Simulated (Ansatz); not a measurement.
Level of theory: PBE (plane waves to 420 eV, PAW; Ansatz, a quantum-chemistry and plane-wave program).

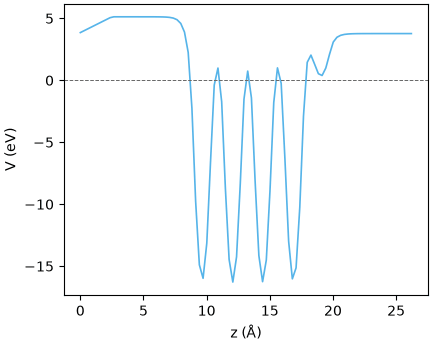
Figure. Electrostatic potential energy of an electron, averaged over planes parallel to the surface, in eV from the Fermi level, for Ag on the 1x1 (111) surface of fcc Au (the real clean face reconstructs), one in a 2x2 cell, started at the site 'hollow Au-Au-Au over Au at depth 4.8 Å'

Model: 17-atom slab, 7.2 Å thick at the start under the adsorbate (thin: gaps and levels are the slab's own), 6x6x1 mesh, Fermi-Dirac 0.1 eV, dipole correction, 8 atoms held, the rest relaxed; start symmetry kept, larger cells not searched; no spin, no spin-orbit, no U, no dispersion correction. At the end it is bonded to 3 Au. In PBE it is, or lies within 0.03 eV of, the lowest of the starts that converged.

Problem. The surface cell has an area of 29.93 Å². What dipole along the normal does the step between the two vacuum levels imply?

Solution. the top vacuum level lies 1.35 eV below the bottom one; p = −ε₀ A ΔV (ε₀ = 0.005526 e/(V·Å)) gives 0.22 e·Å a cell.
